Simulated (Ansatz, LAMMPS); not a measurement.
# Molecular dynamics of glassy 58ZnO-42GeO2 (mol %) (104 atoms)

How do the atoms of glassy 58ZnO-42GeO2 (mol %) (104 atoms) move, and what local order do they keep?

Calculated with Ansatz 0.2.0; Kohn-Sham DFT, PBE, PAW (set soft_2), plane waves.

### 1. The structure

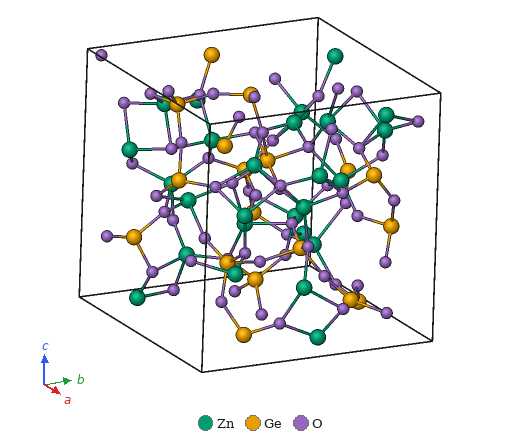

The cell as given, slightly off an axis (zinc teal, germanium orange, oxygen purple). Bonds to atoms that aren't drawn are left out. Some periodic images of atoms are drawn too.

The cell holds 104 atoms: 25 Zn, 18 Ge and 61 O. Cell: a = 11.290 Å, b = 11.290 Å, c = 11.290 Å, α = 90.0°, β = 90.0°, γ = 90.0°. 104 atoms (25 Zn, 18 Ge, 61 O) placed at random at 4.35 g/cm³, melted at 4000 K for 10 ps at fixed volume with the Morse and Coulomb pair potential with partial charges (Pedone, Malavasi, Menziani, Cormack and Segre, J. Phys. Chem. B 110, 11780 (2006)). Quenched from 4000 K to 300 K at 200 K/ps and fixed volume, held 10 ps at zero pressure.

Limits known from the start: The quench rate of 200 K/ps is many orders above laboratory rates, so the cell is likely richer in defects and strain than a real sample. The network of bonds at the start is that of the classical potential that made the cell. Sampling is at Γ alone, for a cell whose shortest periodic width is 11 Å.

### 2. Dynamics started at 400 K

A Nosé–Hoover thermostat steers the temperature while disturbing the dynamics little. The time step is 1.0 fs.

Input file input.yaml:

```yaml
crystal:
  lattice:
    - [11.28964, 0.0, 0.0]
    - [0.0, 11.28964, 0.0]
    - [0.0, 0.0, 11.28964]
  atoms:
    - { symbol: Zn, position: [0.29178, 0.85393, 0.19235] }
    - { symbol: Zn, position: [0.86857, 0.57188, 0.02981] }
    - { symbol: Zn, position: [0.26104, 0.41442, 0.6587] }
    - { symbol: Zn, position: [0.2599, 0.93822, 0.93066] }
    [... 94 atom lines left out ...]
    - { symbol: O, position: [0.86344, 0.87112, 0.08843] }
    - { symbol: O, position: [0.87765, 0.38304, 0.66677] }
    - { symbol: O, position: [0.28327, 0.12678, 0.88916] }
    - { symbol: O, position: [0.45987, 0.39964, 0.54943] }
    - { symbol: O, position: [0.24914, 0.24409, 0.64207] }
    - { symbol: O, position: [0.23615, 0.54811, 0.02604] }
kpoints:
  mp_grid: { grid: [1, 1, 1] }
hamiltonian:
  xc: pbe
scf:
  occupations: { method: gaussian, width: 0.05 }
output:
  forces: true
md:
  timestep: 1.0
  n_steps: 101
  ensemble: nvt_nose_hoover
  temperature: 400
  initial_velocities: maxwell_boltzmann
  seed: 8321
```

Command:

```sh
$ ansatz run input.yaml --threads 4 --pin off --max-ram 8192MiB --backend cpu --events-out ev --progress --plain --runs-dir out
```

Run time: 11 min. Hardware: 4 threads of Intel Xeon 6975P-C (Granite Rapids), shared host; peak memory 2.7 GiB; 41 min of CPU time.

The program notes that it switched symmetry off.

The trajectory, sampled:

| time (fs) | T (K) | potential (meV/atom) | conserved (meV/atom) |
| --- | --- | --- | --- |
| 0.0 | 400 | 0.0 | 0.00 |
| 7.0 | 500 | -12.9 | -0.04 |
| 13.0 | 568 | -21.7 | -0.06 |
| 20.0 | 535 | -17.8 | -0.02 |
| 27.0 | 533 | -18.3 | -0.04 |
| 34.0 | 506 | -15.7 | -0.03 |
| 40.0 | 481 | -13.3 | -0.02 |
| 47.0 | 500 | -16.7 | -0.03 |
| 54.0 | 546 | -23.9 | -0.04 |
| 61.0 | 546 | -25.5 | -0.04 |
| 67.0 | 532 | -25.1 | -0.02 |
| 74.0 | 556 | -29.8 | -0.05 |
| 81.0 | 542 | -29.6 | -0.03 |
| 88.0 | 545 | -31.6 | -0.06 |
| 94.0 | 499 | -26.8 | -0.05 |
| 101.0 | 438 | -20.1 | -0.03 |

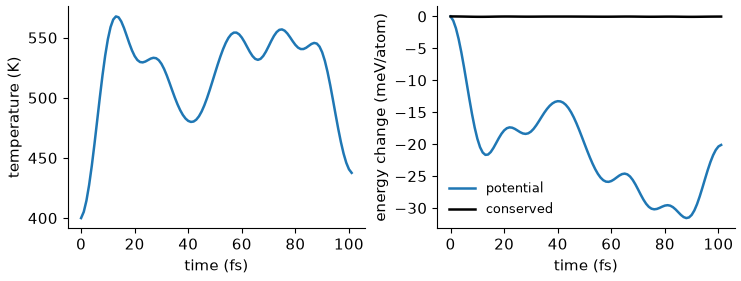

Temperature and energies against time.

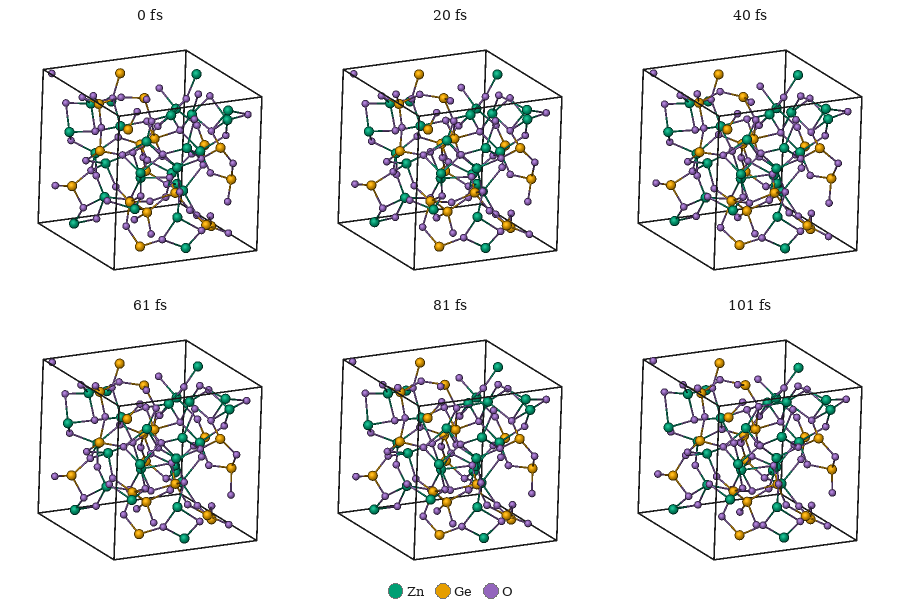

6 frames of the run. Bonds to atoms that aren't drawn are left out.

Mean square displacement from the first frame to the last: Zn 0.089 Å², Ge 0.033 Å², O 0.12 Å².

The mean square displacement by time lag:

| time lag (fs) | Ge (Å²) | O (Å²) | Zn (Å²) |
| --- | --- | --- | --- |
| 1.0 | 1.9e-5 | 8.5e-5 | 1.6e-5 |
| 3.0 | 1.7e-4 | 7.7e-4 | 1.5e-4 |
| 7.0 | 9.4e-4 | 0.00408 | 8.0e-4 |
| 9.0 | 0.00154 | 0.00661 | 0.00131 |
| 13.0 | 0.00312 | 0.0130 | 0.00270 |
| 15.0 | 0.00407 | 0.0166 | 0.00356 |
| 17.0 | 0.00512 | 0.0204 | 0.00454 |
| 21.0 | 0.00741 | 0.0282 | 0.00680 |
| 23.0 | 0.00862 | 0.0320 | 0.00807 |
| 28.0 | 0.0117 | 0.0407 | 0.0116 |
| 30.0 | 0.0130 | 0.0439 | 0.0132 |
| 34.0 | 0.0154 | 0.0495 | 0.0166 |
| 36.0 | 0.0166 | 0.0520 | 0.0184 |
| 38.0 | 0.0177 | 0.0544 | 0.0202 |
| 42.0 | 0.0199 | 0.0587 | 0.0241 |
| 44.0 | 0.0209 | 0.0608 | 0.0261 |
| 48.0 | 0.0228 | 0.0646 | 0.0303 |
| 51.0 | 0.0241 | 0.0674 | 0.0336 |

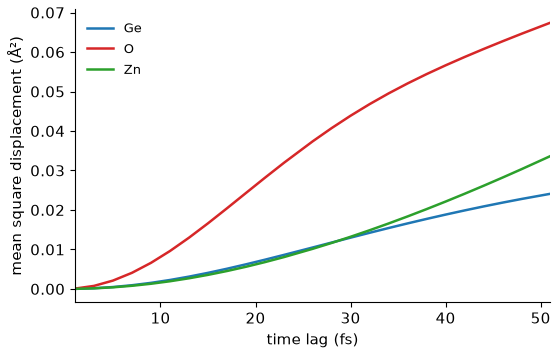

Mean square displacement against time lag.

Over the second half of 101 fs the temperature averages 530 K, falling from about 546 to 483 K (means over the first and last quarter of that half). The conserved energy stays within 0.06 meV/atom. From first frame to last O has the largest mean square displacement, 0.12 Å² at the end; the farthest move is 0.70 Å. The mean temperature of 530 K lies well off the 400 K of the input, so the thermostat hasn't yet brought the run to equilibrium. The count of bonds goes from 175 in the first frame to 178 in the last, by one set of cutoffs: 3 pairs passed out of them and 6 came within. The run spans 0.10 ps, too short for its means to be equilibrium values.

### 3. Local order late in the run

The g(r) is a mean over the second half; what follows it is taken at the last frame.

Density 4.52 g/cm³, 13.84 Å³ an atom.

Mean of 14 frames. Pair distribution functions g(r), in bins of 0.2 Å:

| r (Å) | total | O-O | O-Zn | O-Ge | Zn-Zn | Zn-Ge | Ge-Ge |
| --- | --- | --- | --- | --- | --- | --- | --- |
| 1.60 | 0.18 | 0.00 | 0.00 | 0.88 | 0.00 | 0.00 | 0.00 |
| 1.80 | 2.47 | 0.00 | 1.41 | 10.23 | 0.00 | 0.00 | 0.00 |
| 2.00 | 1.79 | 0.00 | 5.86 | 0.68 | 0.00 | 0.00 | 0.00 |
| 2.20 | 0.61 | 0.00 | 2.12 | 0.05 | 0.00 | 0.00 | 0.00 |
| 2.40 | 0.11 | 0.13 | 0.22 | 0.04 | 0.00 | 0.00 | 0.00 |
| 2.60 | 0.42 | 0.89 | 0.26 | 0.04 | 0.41 | 0.05 | 0.00 |
| 2.80 | 1.02 | 2.24 | 0.25 | 0.09 | 1.55 | 0.93 | 0.00 |
| 3.00 | 1.36 | 2.67 | 0.33 | 0.14 | 2.71 | 1.61 | 0.87 |
| 3.20 | 1.12 | 1.73 | 0.19 | 0.39 | 1.82 | 2.67 | 2.15 |
| 3.40 | 1.09 | 1.11 | 0.62 | 0.73 | 1.78 | 2.70 | 1.90 |
| 3.60 | 0.98 | 0.89 | 0.95 | 0.95 | 1.17 | 1.58 | 0.65 |
| 3.80 | 0.93 | 0.71 | 1.36 | 0.88 | 1.02 | 0.68 | 0.24 |
| 4.00 | 0.96 | 0.52 | 1.35 | 1.44 | 0.42 | 0.61 | 0.96 |
| 4.20 | 0.96 | 0.56 | 1.25 | 1.45 | 0.56 | 0.87 | 0.46 |
| 4.40 | 1.15 | 0.62 | 1.39 | 2.02 | 0.83 | 0.82 | 0.77 |
| 4.60 | 1.17 | 0.93 | 1.52 | 1.47 | 0.61 | 0.60 | 1.37 |
| 4.80 | 1.06 | 0.94 | 1.37 | 0.96 | 0.74 | 0.93 | 1.24 |
| 5.00 | 0.94 | 1.02 | 0.97 | 0.90 | 0.53 | 0.86 | 1.06 |
| 5.20 | 0.95 | 1.19 | 0.64 | 0.84 | 0.97 | 1.06 | 1.51 |
| 5.40 | 0.92 | 1.23 | 0.71 | 0.56 | 1.04 | 1.19 | 0.60 |

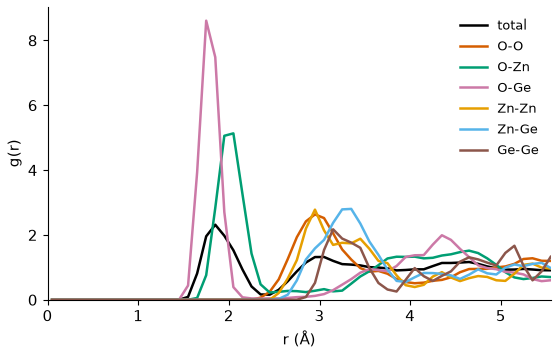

Pair distribution functions, lightly smoothed.

Bonds by pair of elements; cutoffs follow the first minimum of g(r), held within bounds set by covalent radii, and pairs that aren't listed don't count as bonded:

| pair A-B | cutoff (Å) | bonds | mean length (Å) | spread (Å) | shortest (Å) | B about A | A about B |
| --- | --- | --- | --- | --- | --- | --- | --- |
| O-Zn | 2.48 | 106 | 2.04 | 0.139 | 1.78 | 1.74 | 4.24 |
| O-Ge | 2.27 | 72 | 1.80 | 0.065 | 1.67 | 1.18 | 4 |

How many atoms have how many bonded neighbours:

| element | mean | 2 | 3 | 4 | 5 |
| --- | --- | --- | --- | --- | --- |
| Ge | 4 | 0 | 0 | 18 | 0 |
| O | 2.92 | 15 | 36 | 10 | 0 |
| Zn | 4.24 | 0 | 1 | 17 | 7 |

Bond angles, per cent of each kind in bins of 5°:

| angle (°) | O-Zn-O | O-Ge-O | Ge-O-Zn | Zn-O-Zn | Ge-O-Ge |
| --- | --- | --- | --- | --- | --- |
| 65–70 | 0.6 | 0.0 | 0.0 | 0.0 | 0.0 |
| 70–75 | 2.9 | 0.0 | 0.0 | 2.7 | 0.0 |
| 75–80 | 4.0 | 0.0 | 0.0 | 2.7 | 0.0 |
| 80–85 | 12.0 | 0.0 | 1.1 | 2.7 | 0.0 |
| 85–90 | 10.9 | 4.6 | 4.3 | 5.4 | 0.0 |
| 90–95 | 11.4 | 7.4 | 2.1 | 14.9 | 0.0 |
| 95–100 | 5.7 | 8.3 | 7.5 | 16.2 | 0.0 |
| 100–105 | 9.1 | 11.1 | 7.5 | 12.2 | 0.0 |
| 105–110 | 6.9 | 22.2 | 7.5 | 6.8 | 12.5 |
| 110–115 | 5.1 | 18.5 | 11.8 | 8.1 | 0.0 |
| 115–120 | 6.3 | 13.9 | 6.5 | 4.0 | 18.8 |
| 120–125 | 2.9 | 6.5 | 16.1 | 6.8 | 12.5 |
| 125–130 | 3.4 | 2.8 | 7.5 | 2.7 | 12.5 |
| 130–135 | 3.4 | 1.8 | 10.8 | 5.4 | 6.2 |
| 135–140 | 5.7 | 0.9 | 6.5 | 2.7 | 0.0 |
| 140–145 | 2.3 | 0.9 | 6.5 | 2.7 | 12.5 |
| 145–150 | 1.7 | 0.0 | 2.1 | 1.4 | 18.8 |
| 150–155 | 1.7 | 0.9 | 1.1 | 1.4 | 0.0 |
| 155–160 | 0.6 | 0.0 | 1.1 | 1.4 | 6.2 |
| 160–165 | 1.1 | 0.0 | 0.0 | 0.0 | 0.0 |
| 165–170 | 1.1 | 0.0 | 0.0 | 0.0 | 0.0 |
| 170–175 | 0.0 | 0.0 | 0.0 | 0.0 | 0.0 |
| 175–180 | 1.1 | 0.0 | 0.0 | 0.0 | 0.0 |

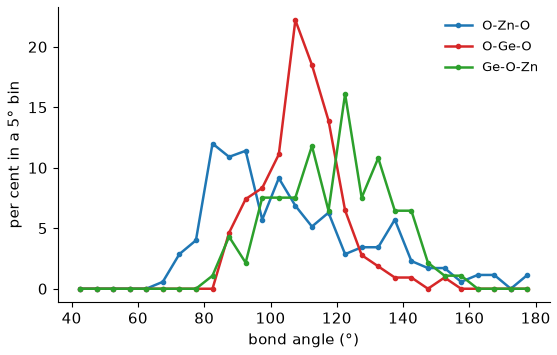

Distributions of the most common bond angles.

Bond angles (no mean is given where the spread exceeds 20°):

| angle | count | mean (°) | spread (°) |
| --- | --- | --- | --- |
| O-Zn-O | 175 | - | - |
| O-Ge-O | 108 | 109 | 11.7 |
| Ge-O-Zn | 93 | 119 | 16.3 |
| Zn-O-Zn | 74 | 107 | 18.9 |
| Ge-O-Ge | 16 | 131 | 15.1 |

Oxygen atoms by the number of network formers (Si, P, Ge, B, Al, As, Ga) bound to them:

| network formers bound to O | O atoms | per cent |
| --- | --- | --- |
| 0 | 5 | 8.2 |
| 1 | 40 | 65.6 |
| 2 | 16 | 26.2 |

Network units: each former by its oxygen neighbours and how many of them bridge to another former:

| former | O neighbours | bridging O | atoms |
| --- | --- | --- | --- |
| Ge | 4 | 0 | 1 |
| Ge | 4 | 1 | 5 |
| Ge | 4 | 2 | 9 |
| Ge | 4 | 3 | 3 |

Bond length by coordination (bonds to H left out):

| element | coordination | atoms | mean bond length (Å) |
| --- | --- | --- | --- |
| O | 2 | 15 | 1.81 |
| O | 3 | 36 | 1.93 |
| O | 4 | 10 | 2.06 |
| Zn | 3 | 1 | 1.92 |
| Zn | 4 | 17 | 2.01 |
| Zn | 5 | 7 | 2.11 |

Rings of the network by King's shortest-path rule, up to 12 atoms, one path for each pair of neighbours; H, halogens, alkali and alkaline-earth atoms are left out, and the last column divides by all other atoms, bonded or not:

| ring size (atoms) | rings | per network atom |
| --- | --- | --- |
| 4 | 23 | 0.221 |
| 6 | 40 | 0.385 |
| 8 | 71 | 0.683 |
| 10 | 39 | 0.375 |
| 12 | 4 | 0.038 |

First main peaks of g(r), for some of the pairs, lie near 2.9 Å (O-O), 2.0 Å (O-Zn), 1.8 Å (O-Ge), 3.0 Å (Zn-Zn), 3.3 Å (Zn-Ge) and 3.2 Å (Ge-Ge). Counting bonds as in the table, all Ge atoms have 4, 59 % of O atoms have 3 and 68 % of Zn atoms have 4 bonded neighbours. Counting bonds to Ge alone, not to Zn, 26 % of the oxygens join two of these atoms and 66 % one; 8 % join none. The commonest Ge unit has 4 oxygens, 2 of them shared with other formers (9 of 18 atoms). Rings of 8 atoms are the most common (40 % of those counted); sizes run from 4 to 12, where the search stops.

### 4. Single point at the last frame

The last frame is solved once more, with the analyses that the dynamics left out.

Input file input.yaml:

```yaml
crystal:
  lattice:
    - [11.28964, 0.0, 0.0]
    - [0.0, 11.28964, 0.0]
    - [0.0, 0.0, 11.28964]
  atoms:
    - { symbol: Zn, position: [0.2926, 0.84231, 0.17493] }
    - { symbol: Zn, position: [0.87502, 0.55607, 0.03708] }
    - { symbol: Zn, position: [0.28257, 0.40577, 0.65372] }
    - { symbol: Zn, position: [0.27045, 0.94648, 0.9093] }
    [... 94 atom lines left out ...]
    - { symbol: O, position: [0.86778, 0.86313, 0.07285] }
    - { symbol: O, position: [0.86059, 0.3733, 0.65365] }
    - { symbol: O, position: [0.29706, 0.12396, 0.90959] }
    - { symbol: O, position: [0.42825, 0.42511, 0.53281] }
    - { symbol: O, position: [0.23597, 0.2449, 0.6476] }
    - { symbol: O, position: [0.23346, 0.58879, 0.00401] }
kpoints:
  mp_grid: { grid: [1, 1, 1] }
hamiltonian:
  xc: pbe
scf:
  occupations: { method: gaussian, width: 0.05 }
output:
  forces: true
  stress: true
  populations: true
  dos:
    method: { smearing: { sigma: 0.08 } }
    de: 0.1
    projected: { site_lists: { Ge: [Ge], O: [O], Zn: [Zn] } }
  eigenvalues: true
  write_density: true
  write_potential: true
  volumetric_format: npy
  elf: true
```

It took 18 s on 4 threads; peak memory 2.4 GiB; 68 s of CPU time.

Read from the output:

```
free energy                                      : -194886.1606 eV
free energy per atom                             : -1873.9054 eV/atom
SCF cycles                                       : 10
pressure                                         : 1.341 GPa
r.m.s. force component                           : 1.015 eV/Å
longest force                                    : 3.662 eV/Å
Fermi energy                                     : 5.684 eV
gap (highest filled to lowest empty level) : 1.149 eV
spilling of the projection                       : 0.006854
```

(Continued in part 2 of 2.)

[Logs are printed without paths, hosts, clocks, repeated set-up lines and the standing remarks that a program may print on its own settings, such as how far it seeks lower states.]

[Hosts, paths, dates, database ids (printed as entryN), source tags and the programs' standing remarks are cut or masked in the printed files.]
